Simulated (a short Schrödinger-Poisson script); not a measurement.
System: gated Al0.33Ga0.67As/GaAs modulation-doped gas in a quantum well, at 77 K.

```tsv
layer	material	thickness (nm)	Nd (cm⁻³)	Na (cm⁻³)
1	Al0.33Ga0.67As	30	-	-
2	Al0.33Ga0.67As	40	1.3e18	-
3	Al0.33Ga0.67As	3	-	-
4	GaAs	6	-	-
5	Al0.33Ga0.67As	4000	-	2e14
```

The device is made up for the run: typed textbook-type constants, with dimensions and the other settings drawn at random. Al0.33Ga0.67As: permittivity 11.96, conduction-band edge (eV) 0.261, gap (eV) 1.836, electron mass (mₑ) 0.0944, Nv at 300 K (cm⁻³) 9e18. GaAs: permittivity 12.9, conduction-band edge (eV) 0, gap (eV) 1.424, Nv at 300 K (cm⁻³) 9e18.

Channel valleys (confinement mass, in-plane density-of-states mass, number): Γ 0.067, 0.067, 1. At the gate the conduction-band edge of layer 1 lies 1.01 eV − eVg above the Fermi level of the channel; the field vanishes at the back. Donor level 0.05 eV below the band edge. The barrier under the gate holds no holes. Gaps are held at their typed values at every temperature. Mesh 0.08 nm at interfaces.

Solved with a short Schrödinger-Poisson script written for these runs: 1D Poisson equation in equilibrium, electrons quantum, Hartree (BenDaniel-Duke, 40 states a valley, the channel's in-plane mass for all, wave functions free to enter the barrier), parabolic valleys, classical holes, donors ionised by Fermi statistics, acceptors fully, no traps, pinning or gate leakage.

Only gate voltages with over 1e8 electrons/cm² are shown.

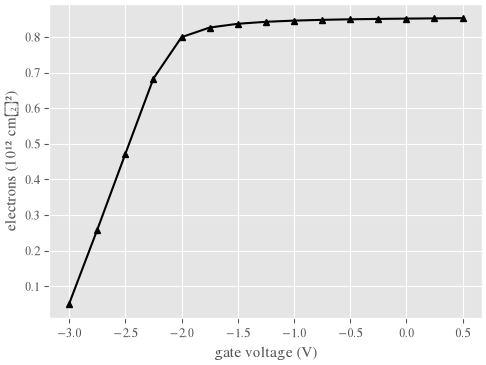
Figure: Sheet density against gate voltage

```csv
Vg (V),electrons (cm⁻²),in the channel layer,C (μF/cm²),Γ E0 (meV),Γ E1 (meV)
0.5,8.53e11,7.71e11,0.287,-30.4,41.8
0.25,8.52e11,7.71e11,0.263,-30.4,43.9
0,8.51e11,7.70e11,0.245,-30.3,46.2
-0.25,8.51e11,7.70e11,0.230,-30.3,48.6
-0.5,8.49e11,7.69e11,0.217,-30.3,51.3
-0.75,8.48e11,7.67e11,0.206,-30.2,54.3
-1,8.46e11,7.66e11,0.197,-30.1,57.8
-1.25,8.42e11,7.63e11,0.188,-30.0,61.9
-1.5,8.37e11,7.58e11,0.181,-29.8,66.8
-1.75,8.26e11,7.48e11,0.173,-29.4,73.3
-2,7.99e11,7.24e11,0.163,-28.5,83.2
-2.25,6.83e11,6.20e11,0.140,-24.2,108.1
-2.5,4.71e11,4.29e11,0.137,-16.3,138.2
-2.75,2.58e11,2.36e11,0.136,-7.3,153.6
-3,5.05e10,4.62e10,0.125,7.7,171.6
```

Subbands count from the Fermi level.
